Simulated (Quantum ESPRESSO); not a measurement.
**SiC (Moissanite 3C): zone-centre phonons**

Which modes does SiC (Moissanite 3C) have at the zone centre?

Calculated with Quantum ESPRESSO 7.5; DFT LDA, scalar-relativistic, plane waves, JTH PAW pseudopotentials.

Experimental background.

For SiC, 3C polytype (zincblende) (single crystals from silicon oxide and carbon black reaction at 2800 K, annealed in air), “On melting of silicon carbide under pressure” (2012, arxiv:1210.3244) quotes earlier work: lattice constant a (a of cubic 3C-SiC starting crystals) 4.357 Å [Starting-material characterisation; no method, uncertainty or temperature given].

“Infrared properties of SiC particles” (1999, arxiv:astro-ph/9903031) quotes from earlier work for SiC, 3C (beta, cubic zinc blende) (literature average; scatter up to 0.2): ε∞ (high-frequency dielectric constant) 6.49 [average of published experimental values; polytype label garbled in the row, 3C inferred …].

“Optical properties of silicon carbide for astrophysical applications I. New laboratory infrared reflectance spectra and optical constants” (2008, arxiv:0803.1210) reports for SiC, 3C (zinc blende), by FTIR reflectance, classical dispersion analysis (high-purity CVD 3C-SiC wafer, 292 K): infrared mode (TO at Gamma) about 797.5 cm⁻¹ [TO position from reflectance band and dispersion fit; imperfect surface polish].

Report form: the programs' logs are mostly left out.

## Step 1: The structure

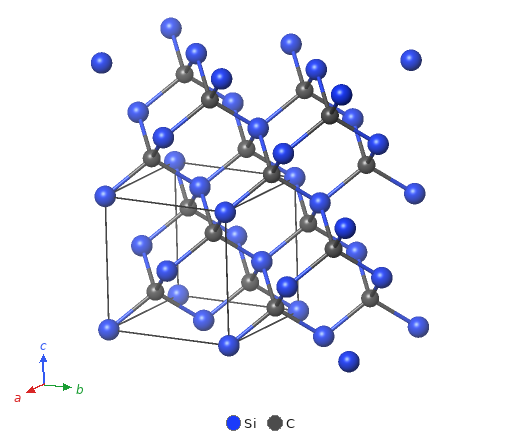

The cell as given, slightly off an axis (silicon blue, carbon dark grey). 1×2×2 cells are drawn. This picture shows the conventional cell, with its axes. Bonds to atoms that aren't drawn are left out. Some periodic images of atoms are drawn too.

## Step 2: A first look

Before anything dear is run, a loose run with smearing shows whether this is a metal and how far the cell is from rest.

Contents of probe.in:

```
&CONTROL
  calculation = 'scf'
  prefix      = 'x'
  outdir      = './tmp'
  pseudo_dir  = './pseudo'
  tprnfor     = .true.
  tstress     = .true.
  verbosity   = 'high'
/
&SYSTEM
  ibrav       = 2
  celldm(1)   = 8.23542645
  nat         = 2
  ntyp        = 2
  ecutwfc     = 60.0
  ecutrho     = 480.0
  occupations = 'smearing'
  smearing    = 'gaussian'
  degauss     = 0.01
/
&ELECTRONS
  conv_thr         = 1.0d-07
  mixing_beta      = 0.7
  electron_maxstep = 100
/
ATOMIC_SPECIES
 Si     28.0850  Si.upf
 C      12.0110  C.upf
ATOMIC_POSITIONS crystal
 Si     0.000000000   0.000000000   0.000000000
 C      0.250000000   0.250000000   0.250000000
K_POINTS automatic
 8 8 8 0 0 0
```

The run is started by

```bash
$ OMP_NUM_THREADS=1 mpirun -n 4 pw.x -nk 4 -in probe.in > probe.out
```

Wall time 2.3 s (4 MPI ranks of Arm Neoverse V1, shared host); 9 s of CPU time.

This step gave:

```yaml
volume_per_atom: 10.35 Å³
pressure: -4.749 GPa
gap_on_the_k_mesh: 1.314 eV
```

A gap of 1.3 eV opens on this mesh, so the crystal is taken as an insulator; the start stands at -4.7 GPa.

## Step 3: Relaxation

The relaxation runs at a cutoff a fifth above that of the response, since stress converges more slowly with the basis than frequencies do. Forces and stress are brought to rest with tight thresholds.

Contents of relax.in:

```
&CONTROL
  calculation   = 'vc-relax'
  prefix        = 'x'
  outdir        = './tmp'
  pseudo_dir    = './pseudo'
  tprnfor       = .true.
  tstress       = .true.
  forc_conv_thr = 2.0d-05
  etot_conv_thr = 1.0d-07
  nstep         = 40
/
&SYSTEM
  ibrav       = 2
  celldm(1)   = 8.23542645
  nat         = 2
  ntyp        = 2
  ecutwfc     = 72
  ecutrho     = 576.0
  occupations = 'fixed'
  nbnd        = 6
/
&ELECTRONS
  conv_thr         = 1.0d-11
  mixing_beta      = 0.7
  electron_maxstep = 100
/
&IONS
/
&CELL
  press_conv_thr = 0.2
/
ATOMIC_SPECIES
 Si     28.0850  Si.upf
 C      12.0110  C.upf
ATOMIC_POSITIONS crystal
 Si     0.000000000   0.000000000   0.000000000
 C      0.250000000   0.250000000   0.250000000
K_POINTS automatic
 10 10 10 0 0 0
```

The run is started by

```bash
$ OMP_NUM_THREADS=1 mpirun -n 4 pw.x -nk 4 -in relax.in > relax.out
```

Wall time 11 s (4 MPI ranks); 43 s of CPU time.

Step by step:

| step | energy less that of the first step (eV) | largest force (eV/Å) | pressure (GPa) | volume (Å³) |
| --- | --- | --- | --- | --- |
| 1 | 0.0000 | 0.0000 | -4.72 | 20.69 |
| 2 | -0.0065 | 0.0000 | 0.63 | 20.20 |
| 3 | -0.0066 | 0.0000 | -0.02 | 20.26 |
| 4 | -0.0066 | 0.0000 | 0.00 | 20.25 |
| 5 | -0.0066 | 0.0000 | 0.00 | 20.25 |

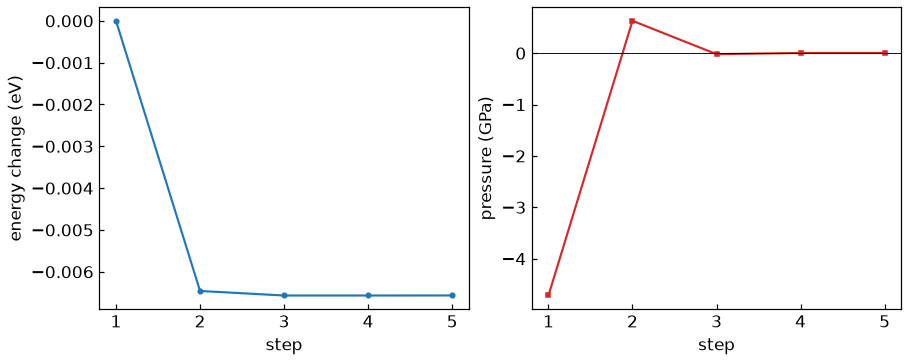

Energy and pressure along the relaxation.

| conventional cell, symmetrised | before | after | change |
| --- | --- | --- | --- |
| a (Å) | 4.358 | 4.327 | -0.7 % |
| b (Å) | 4.358 | 4.327 | -0.7 % |
| c (Å) | 4.358 | 4.327 | -0.7 % |
| volume (Å³/atom) | 10.35 | 10.13 | -2.1 % |

Final coordinates:

```
Si C
1.0
    -2.16349    0.00000    2.16349
     0.00000    2.16349    2.16349
    -2.16349    2.16349    0.00000
Si C
1 1
Direct
  0.00000 0.00000 0.00000
  0.25000 0.25000 0.25000
```

The last row of the table of steps is pw.x's closing run on a basis chosen anew for the final cell, so its energy can jump.

Read from the output:

```
volume per atom   : 10.13 Å³
pressure          : 0.003000 GPa
gap on the k-mesh : 1.296 eV
```

The volume changes by -2.1 % from the cell with which this run began.

## Step 4: Ground state

Perturbation theory inherits every error of the wavefunctions, so the threshold is set near the limit of the arithmetic. With a gap, occupations are fixed, which also allows the response to an electric field.

Contents of scf.in:

```
&CONTROL
  calculation = 'scf'
  prefix      = 'x'
  outdir      = './tmp'
  pseudo_dir  = './pseudo'
  tprnfor     = .true.
  tstress     = .true.
/
&SYSTEM
  ibrav       = 2
  celldm(1)   = 8.17680024
  nat         = 2
  ntyp        = 2
  ecutwfc     = 60.0
  ecutrho     = 480.0
  occupations = 'fixed'
  nbnd        = 6
/
&ELECTRONS
  conv_thr         = 1.0d-12
  mixing_beta      = 0.7
  electron_maxstep = 100
/
ATOMIC_SPECIES
 Si     28.0850  Si.upf
 C      12.0110  C.upf
ATOMIC_POSITIONS crystal
 Si     0.000000000   0.000000000   0.000000000
 C      0.250000000   0.250000000   0.250000000
K_POINTS automatic
 12 12 12 0 0 0
```

The run is started by

```bash
$ OMP_NUM_THREADS=1 mpirun -n 4 pw.x -nk 4 -in scf.in > scf.out
```

Run time: 5.1 s. Hardware: 4 MPI ranks.

Numbers from this step:

| Property | Result |
| --- | --- |
| pressure | -0.04500 GPa |

The cell stands at -0.045 GPa, close enough for phonons.

## Step 5: Linear response at Γ

At q = 0 one unit cell holds all displacements; symmetry groups them into irreducible representations that are solved one by one. The response to a field gives ε∞ and the Born charges, which polar modes need.

Contents of ph.in:

```
phonons
&INPUTPH
  prefix = 'x'
  outdir = './tmp'
  fildyn = 'g.dyn'
  tr2_ph = 1.0d-18
  epsil  = .true.
/
0.000000000000 0.000000000000 0.000000000000
```

The run is started by

```bash
$ OMP_NUM_THREADS=1 mpirun -n 4 ph.x -nk 4 -in ph.in > ph.out
```

Elapsed: 44 s, on 4 MPI ranks; 2.9 min of CPU time.

Read from the output:

- miss of the charge sum rule: 0.001140 e
- largest acoustic frequency at the zone centre before the sum rule: 0.22 cm⁻¹
- highest optical zone-centre mode (no LO-TO term): 798.8 cm⁻¹
- lowest optical zone-centre mode: 798.8 cm⁻¹
- mean high-frequency dielectric constant: 6.935
- largest Born charge in size (third of the trace): 2.711 e

Born charge (rows field, columns displacement), before the sum rule (e), principal values of the symmetric part by kind of site:

| atom | atoms with these values | low | middle | high | mean |
| --- | --- | --- | --- | --- | --- |
| Si1 | 1 | 2.71 | 2.71 | 2.71 | 2.71 |
| C2 | 1 | -2.71 | -2.71 | -2.71 | -2.71 |

In full for C2:

```
-2.71  0.00  0.00
 0.00 -2.71  0.00
 0.00  0.00 -2.71
```

High-frequency dielectric tensor:

```
6.93 0.00 0.00
0.00 6.93 0.00
0.00 0.00 6.93
```

The acoustic modes at Γ come out as far as 0.2 cm⁻¹ from zero, where they should vanish, a small numerical error; the Born charges miss their sum rule by 0.0011 e, which is good.

## Step 6: Zone-centre analysis

A rigid shift of the crystal must cost nothing, but grids and finite bases break this; the acoustic sum rule is imposed before the matrix is diagonalised again. With Born charges the intensities follow, and the static dielectric tensor.

Contents of dynmat.in:

```
&INPUT
  fildyn = 'g.dyn'
  asr    = 'simple'
  fileig = 'dynmat.eig'
  lperm  = .true.
/
```

The run is started by

```bash
$ dynmat.x -in dynmat.in > dynmat.out
```

Wall time 0.45 s (1 thread).

This step gave:

* mean static dielectric constant: 10.26

Unit eigenvectors of the mass-weighted matrix after the sum rule; no LO-TO term. Modes at Γ, with each element's share of the kinetic energy:

| mode | frequency (cm⁻¹) | symmetry | Si % | C % |
| --- | --- | --- | --- | --- |
| 1 | 0.0 | acoustic | 70 | 30 |
| 2 | 0.0 | acoustic | 70 | 30 |
| 3 | 0.0 | acoustic | 70 | 30 |
| 4 | 798.8 | T2 | 30 | 70 |
| 5 | 798.8 | T2 | 30 | 70 |
| 6 | 798.8 | T2 | 30 | 70 |

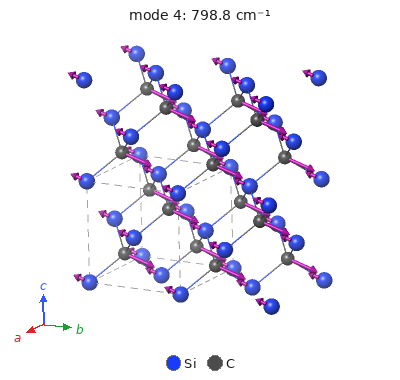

Displacement patterns of mode 4 at Γ; arrows are exaggerated. Bonds to atoms that aren't drawn are left out. 1×2×2 conventional cells are drawn. Some periodic images of atoms are drawn too.

Degenerate modes summed, no LO-TO term. Infrared lines, with heights relative to the strongest:

| position (cm⁻¹) | lines merged | label | IR intensity, relative |
| --- | --- | --- | --- |
| 799 | 3 | T2 | 100 |

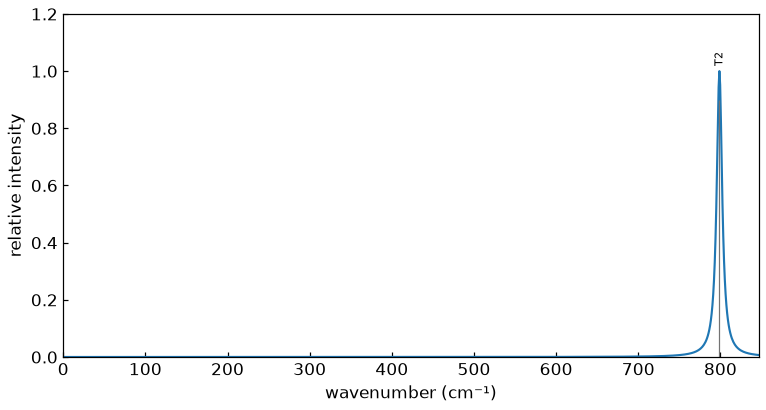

The infrared spectrum, broadened with Lorentzians of width 8 cm⁻¹; bars mark the lines.

Static dielectric tensor (ions relaxed, fixed cell):

```
10.26  0.00  0.00
 0.00 10.26  0.00
 0.00  0.00 10.26
```

The rule moves no optical mode by more than 0.1 cm⁻¹.

## Step 7: The LO-TO splitting (1 0 0)

A longitudinal polar mode sets up a macroscopic field that stiffens it; the term hangs on the direction from which q goes to zero.

Contents of dynmat.in:

```
&INPUT
  fildyn = 'g.dyn'
  asr    = 'simple'
  fileig = 'dynmat.eig'
  q(1)   = 1.0
  q(2)   = 0.0
  q(3)   = 0.0
/
```

The run is started by

```bash
$ dynmat.x -in dynmat.in > dynmat.out
```

It took 0.45 s on 1 thread.

Numbers from this step:

```yaml
highest_mode_moved_by_the_lo_to_term: 971.6 cm⁻¹
```

Zone-centre frequencies as printed; negative means imaginary. Modes:

| mode | frequency (cm⁻¹) |
| --- | --- |
| 1 | 0 |
| 2 | 0 |
| 3 | 0 |
| 4 | 798.8 |
| 5 | 798.8 |
| 6 | 971.6 |

The field moves one mode, from 799 to 972 cm⁻¹; the others stay.

## Step 8: Summary of results

```
space group after relaxation                                           : F-43m
volume per atom                                                        : 10.1 Å³
gap on the k-mesh                                                      : 1.30 eV
highest optical zone-centre mode (no LO-TO term)                       : 798.8 cm⁻¹
highest mode moved by the LO-TO term                                   : 971.6 cm⁻¹
mean high-frequency dielectric constant                                : 6.93
largest Born charge in size (third of the trace)                       : 2.71 e
mean static dielectric constant                                        : 10.3
imaginary optical modes at the zone centre (no q mesh in this session) : none
```

What this shows: At the LDA level the optical modes of SiC (Moissanite 3C) at the zone centre (no LO-TO term) lie at 799 cm⁻¹. Along the directions run, the highest mode that the macroscopic field moves lies at 972 cm⁻¹. Lattice motion raises the mean dielectric constant from 6.935 to 10.26. The Lyddane-Sachs-Teller relation holds: (ωLO/ωTO)² is 1.48 and ε₀/ε∞ is 1.48. These are harmonic frequencies at zero temperature: anharmonic shifts and linewidths and thermal expansion are left out.

Comparison with the measured values:

| quantity | measured | LDA JTH, Quantum ESPRESSO |
| --- | --- | --- |
| lattice constant a (Å) | 4.357 | 4.327 (-0.7 %) |
| ε∞ (mean of the tensor) | 6.49 | 6.93 (+6.9 %) |
| infrared mode, TO at Gamma (cm⁻¹) | 797.5 | 799 (+0.2 %) |

Measured values from arxiv:1210.3244 (2012), arxiv:astro-ph/9903031 (1999) and arxiv:0803.1210 (2008).

**Verdict.** The lattice constant a is off by -0.7 %: good agreement. The ε∞ is off by +6.9 %: good agreement. The infrared mode is off by +0.2 %: good agreement. The grades are ours: good and fair within 0.7 and 1.5 % for the lattice constant a, 7 and 18 % for the ε∞ and 3 and 7 % for the infrared mode. For lattice constants and infrared mode the calculation has a static lattice, without zero-point motion or thermal expansion (measured at up to 292 K).

[Host names and launcher messages were left out of these logs when they were recorded.]

[Logs are printed without paths, hosts, clocks, repeated set-up lines and the standing remarks that a program may print on its own settings, such as how far it seeks lower states.]

[Hosts, paths, dates, database ids (printed as entryN), source tags and the programs' standing remarks are cut or masked in the printed files.]
